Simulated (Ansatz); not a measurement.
La7CaGa8O24: several calculations on one system

Part 1: Relaxation

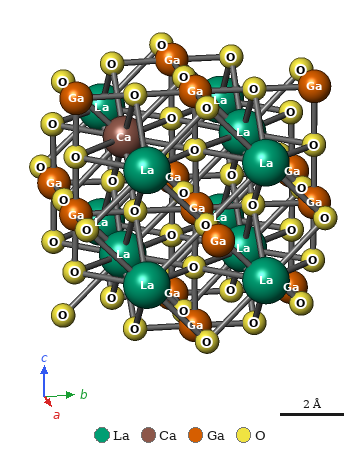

Starting structure of a defect cell of composition La₇CaGa₈O₂₄ (cell charge −1). The picture is a ball-and-stick view of the atoms within 5.8 Å of the atom that moves most (axes of the cell of the calculation), seen slightly off an axis.

Theory: Ansatz 0.2.0, DFT, PBEsol, PAW, plane waves.

The input:
```yaml
crystal:
  lattice:
    - [7.729308, 0.000000, 0.000000]
    - [0.000000, 7.729308, 0.000000]
    - [0.000000, 0.000000, 7.729308]
  atoms:
    - { symbol: La, position: [0.005609, 0.999721, 0.998345] }
    - { symbol: La, position: [0.996847, 0.001119, 0.499424] }
    - { symbol: La, position: [0.998745, 0.501093, 0.002366] }
    - { symbol: La, position: [0.005664, 0.500207, 0.495441] }
    - { symbol: La, position: [0.503344, 0.000705, 0.999537] }
    - { symbol: La, position: [0.503300, 0.997137, 0.495625] }
    - { symbol: La, position: [0.494179, 0.496209, 0.998025] }
    - { symbol: Ca, position: [0.497079, 0.500707, 0.500770] }
    - { symbol: Ga, position: [0.246426, 0.255141, 0.247939] }
    - { symbol: Ga, position: [0.248981, 0.249288, 0.752577] }
    - { symbol: Ga, position: [0.249456, 0.753075, 0.247506] }
    - { symbol: Ga, position: [0.250620, 0.747793, 0.752058] }
    - { symbol: Ga, position: [0.748539, 0.251040, 0.249613] }
    - { symbol: Ga, position: [0.754638, 0.250939, 0.747982] }
    - { symbol: Ga, position: [0.749085, 0.757912, 0.249561] }
    - { symbol: Ga, position: [0.753121, 0.750277, 0.751435] }
    - { symbol: O, position: [0.252319, 0.251661, 0.999659] }
    - { symbol: O, position: [0.251039, 0.248152, 0.501141] }
    - { symbol: O, position: [0.251473, 0.747701, 0.001850] }
    - { symbol: O, position: [0.251091, 0.747245, 0.501007] }
    - { symbol: O, position: [0.747136, 0.245443, 0.003209] }
    - { symbol: O, position: [0.748905, 0.250135, 0.496586] }
    - { symbol: O, position: [0.750842, 0.747342, 0.000010] }
    - { symbol: O, position: [0.743734, 0.752001, 0.499684] }
    - { symbol: O, position: [0.001029, 0.248999, 0.251489] }
    - { symbol: O, position: [0.000940, 0.251632, 0.749019] }
    - { symbol: O, position: [0.998828, 0.750488, 0.247108] }
    - { symbol: O, position: [0.000507, 0.753205, 0.748470] }
    - { symbol: O, position: [0.500296, 0.248232, 0.244798] }
    - { symbol: O, position: [0.498056, 0.245137, 0.750624] }
    - { symbol: O, position: [0.504168, 0.749536, 0.250575] }
    - { symbol: O, position: [0.498972, 0.753023, 0.742586] }
    - { symbol: O, position: [0.251701, 0.999289, 0.247328] }
    - { symbol: O, position: [0.247433, 0.998446, 0.750864] }
    - { symbol: O, position: [0.249941, 0.500625, 0.244659] }
    - { symbol: O, position: [0.251817, 0.498046, 0.747592] }
    - { symbol: O, position: [0.748362, 0.994308, 0.253907] }
    - { symbol: O, position: [0.750075, 0.999158, 0.748498] }
    - { symbol: O, position: [0.748027, 0.499402, 0.251729] }
    - { symbol: O, position: [0.749498, 0.499076, 0.749080] }
  symmetry: { detect: false }
kpoints:
  mp_grid: { grid: [1, 1, 1], shift: [0.25, 0.25, 0.25] }
hamiltonian:
  xc: pbesol
total_charge: -1
scf:
  occupations: { method: fermi_dirac, width: 0.01 }
relax:
  f_tol: 0.03
  max_steps: 80
  escape_saddle: false
  adjacent_minimum: "off"
output:
  forces: true
  eigenvalues: true
  populations: true
  charged_corrections: { epsilon: 27 }
```

Launched with:
```bash
ansatz run in.yaml --threads 8 --pin off --max-ram 118750MiB --runs-dir r --events-out ev --progress --plain --backend cuda --devices 0,
```

> What does the optimiser find from here?

The energy falls by 2.938 eV per cell of the calculation in 10 geometry steps. Largest force component: 2.2 eV/Å at the start, 0.021 eV/Å at the end. The largest moves, 0.47 Å, are those of O24 and O31. O31 goes along [0 −3 2]. By element the largest moves are O 0.47 Å, Ca 0.23 Å, La 0.23 Å, Ga 0.09 Å. The lattice vectors keep their values. Near-neighbour distances that change, for instance: La6–O24 2.654 → 3.270 Å, Ca8–O39 2.733 → 3.316 Å, La2–O22 2.716 → 3.292 Å, Ca8–O35 2.751 → 3.286 Å. Bond angles that change, for instance: Ga13–O39–Ga15 179.0° → 153.0°, Ga9–O35–Ga11 178.3° → 154.3°, Ga13–O22–Ga14 178.7° → 154.7°. The run took 9.9 s on 1 × NVIDIA GB300 Max-Q with 8 threads of Arm Neoverse-V2, peak memory 1.9 GiB.

The structure at the end:

```
CELL_PARAMETERS angstrom
7.72931 0.00000 0.00000
0.00000 7.72931 0.00000
0.00000 0.00000 7.72931
ATOMIC_POSITIONS crystal
La 0.00095 0.98806 0.98331
La 0.99981 0.97997 0.48885
La 0.00104 0.48310 0.98460
La 0.00079 0.48817 0.47919
La 0.49942 0.00915 0.01504
La 0.49915 0.02165 0.51102
La 0.49926 0.51554 0.01105
Ca 0.49978 0.51471 0.52646
Ga 0.25200 0.25122 0.25089
Ga 0.25187 0.25287 0.74606
Ga 0.25361 0.74662 0.25214
Ga 0.25269 0.74857 0.74696
Ga 0.74804 0.25122 0.25104
Ga 0.74835 0.25286 0.74628
Ga 0.74626 0.74641 0.25236
Ga 0.74757 0.74840 0.74746
O 0.20899 0.22256 0.99723
O 0.29516 0.28198 0.49896
O 0.28900 0.77627 0.00104
O 0.20667 0.72437 0.49833
O 0.79107 0.21593 0.99840
O 0.70587 0.28799 0.49847
O 0.71134 0.78263 0.00042
O 0.79351 0.71797 0.49974
O 0.99977 0.21731 0.29247
O 0.99985 0.29024 0.71506
O 0.99950 0.79070 0.21921
O 0.99994 0.72380 0.79090
O 0.50022 0.27323 0.19778
O 0.50036 0.20848 0.78301
O 0.50006 0.69872 0.28296
O 0.50037 0.78210 0.70692
O 0.28937 0.00006 0.27630
O 0.21299 0.99978 0.72179
O 0.20665 0.49771 0.21893
O 0.28666 0.50157 0.77955
O 0.71071 0.99901 0.28326
O 0.78634 0.00062 0.71574
O 0.79218 0.49845 0.21300
O 0.71461 0.50065 0.78746
```

After the run, drawn alike:

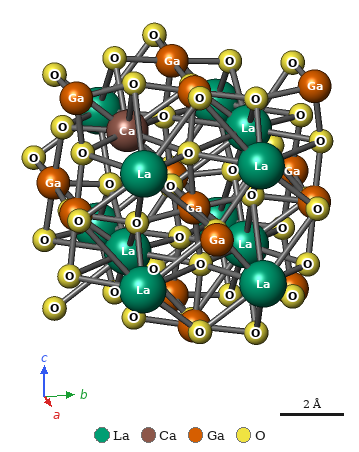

Limits of the set-up: the periodic images lie only 7.7 Å apart, so the values are limited by the cell's size; the cell is charged, on a uniform background, and energies carry no finite-size correction.

Part 2: Relaxation

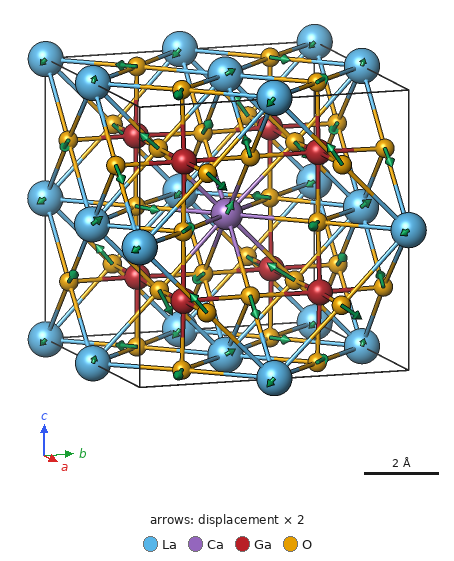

A relaxation of a defect cell of composition La7CaGa8O24. The starting structure is drawn; green arrows show the displacements, 2 times their true length.

A ball-and-stick model of the cell of the calculation, seen slightly off an axis.

Theory: DFT, PBEsol, PAW, plane waves (Ansatz).

The input:
```yaml
crystal:
  lattice:
    - [7.729308, 0.000000, 0.000000]
    - [0.000000, 7.729308, 0.000000]
    - [0.000000, 0.000000, 7.729308]
  atoms:
    - { symbol: La, position: [0.005609, 0.999721, 0.998345] }
    - { symbol: La, position: [0.996847, 0.001119, 0.499424] }
    - { symbol: La, position: [0.998745, 0.501093, 0.002366] }
    - { symbol: La, position: [0.005664, 0.500207, 0.495441] }
    - { symbol: La, position: [0.503344, 0.000705, 0.999537] }
    - { symbol: La, position: [0.503300, 0.997137, 0.495625] }
    - { symbol: La, position: [0.494179, 0.496209, 0.998025] }
    - { symbol: Ca, position: [0.497079, 0.500707, 0.500770], spin: 1 }
    - { symbol: Ga, position: [0.246426, 0.255141, 0.247939] }
    - { symbol: Ga, position: [0.248981, 0.249288, 0.752577] }
    - { symbol: Ga, position: [0.249456, 0.753075, 0.247506] }
    - { symbol: Ga, position: [0.250620, 0.747793, 0.752058] }
    - { symbol: Ga, position: [0.748539, 0.251040, 0.249613] }
    - { symbol: Ga, position: [0.754638, 0.250939, 0.747982] }
    - { symbol: Ga, position: [0.749085, 0.757912, 0.249561] }
    - { symbol: Ga, position: [0.753121, 0.750277, 0.751435] }
    - { symbol: O, position: [0.252319, 0.251661, 0.999659] }
    - { symbol: O, position: [0.251039, 0.248152, 0.501141] }
    - { symbol: O, position: [0.251473, 0.747701, 0.001850] }
    - { symbol: O, position: [0.251091, 0.747245, 0.501007] }
    - { symbol: O, position: [0.747136, 0.245443, 0.003209] }
    - { symbol: O, position: [0.748905, 0.250135, 0.496586] }
    - { symbol: O, position: [0.750842, 0.747342, 0.000010] }
    - { symbol: O, position: [0.743734, 0.752001, 0.499684] }
    - { symbol: O, position: [0.001029, 0.248999, 0.251489] }
    - { symbol: O, position: [0.000940, 0.251632, 0.749019] }
    - { symbol: O, position: [0.998828, 0.750488, 0.247108] }
    - { symbol: O, position: [0.000507, 0.753205, 0.748470] }
    - { symbol: O, position: [0.500296, 0.248232, 0.244798] }
    - { symbol: O, position: [0.498056, 0.245137, 0.750624] }
    - { symbol: O, position: [0.504168, 0.749536, 0.250575] }
    - { symbol: O, position: [0.498972, 0.753023, 0.742586] }
    - { symbol: O, position: [0.251701, 0.999289, 0.247328] }
    - { symbol: O, position: [0.247433, 0.998446, 0.750864] }
    - { symbol: O, position: [0.249941, 0.500625, 0.244659] }
    - { symbol: O, position: [0.251817, 0.498046, 0.747592] }
    - { symbol: O, position: [0.748362, 0.994308, 0.253907] }
    - { symbol: O, position: [0.750075, 0.999158, 0.748498] }
    - { symbol: O, position: [0.748027, 0.499402, 0.251729] }
    - { symbol: O, position: [0.749498, 0.499076, 0.749080] }
  symmetry: { detect: false }
kpoints:
  mp_grid: { grid: [1, 1, 1], shift: [0.25, 0.25, 0.25] }
hamiltonian:
  xc: pbesol
magnetization:
  spin_polarized: true
scf:
  occupations: { method: fermi_dirac, width: 0.01 }
relax:
  f_tol: 0.03
  max_steps: 80
  escape_saddle: false
  adjacent_minimum: "off"
output:
  forces: true
  eigenvalues: true
  populations: true
```

Command:
```bash
ansatz run in.yaml --threads 7 --pin off --max-ram 13300MiB --runs-dir r --events-out ev --progress --plain
```

### Describe the change and its energy.

The energy falls by 2.563 eV per cell of the calculation in 8 accepted moves (9 points after the start). The largest force component goes from 2.1 to 0.017 eV/Å. The line search rejected the trial step at point 8 of the run. O31 moves most: 0.47 Å along [0 −3 2]. Largest moves by element: O 0.47 Å, Ca 0.21 Å, La 0.20 Å, Ga 0.09 Å. The cell doesn't change. Among the contacts that change: La6–O24 2.654 → 3.232 Å, Ca8–O39 2.733 → 3.286 Å, La2–O22 2.716 → 3.236 Å, Ca8–O35 2.751 → 3.269 Å. Bond angles that change, for instance: Ga13–O39–Ga15 179.0° → 154.1°, Ga10–O30–Ga14 177.7° → 154.1°, Ga9–O35–Ga11 178.3° → 154.8°.

Limits of the set-up: the periodic images lie only 7.7 Å apart, so the values are limited by the cell's size.

Part 3: Defect

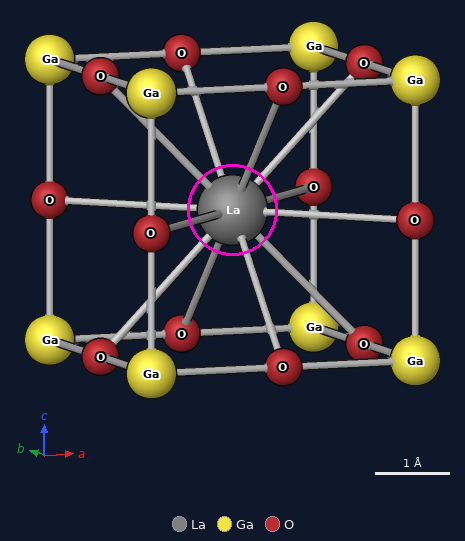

Perfect LaGaO$_{3}$. A ball-and-stick model of the atoms within 3.8 Å of one point, seen slightly off an axis.

All numbers below come from DFT, PBEsol, PAW, plane waves in Ansatz. (plane-wave cutoff 420 eV; k-point mesh 1 × 1 × 1; mesh shifted by (0.25, 0.25, 0.25); no spin polarisation) Fermi-Dirac smearing of 0.01 eV. A uniform background neutralises the charged cell. The axes drawn are those of the host's conventional cell.

A lanthanum atom is replaced by calcium at the ringed place, in charge state −1. The supercell has 40 sites, and the atoms are relaxed at the host's cell.

### Predict the relaxed surroundings of the defect.

In the host the La atom has 12 O at 2.73 Å; the Ca atom ends with 8 O at 2.36 to 2.79 Å. Of the host's atoms, an oxygen atom moves furthest from its site, by 0.48 Å. The Ca atom itself moves 0.24 Å from where it was put.

The relaxed defect, seen from the same direction:

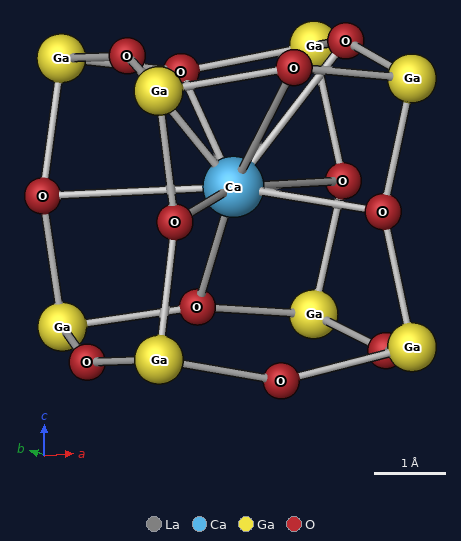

Limits of the set-up: the periodic images lie only 7.7 Å apart, so the values are limited by the cell's size; the cell is charged, on a uniform background, and energies carry no finite-size correction.
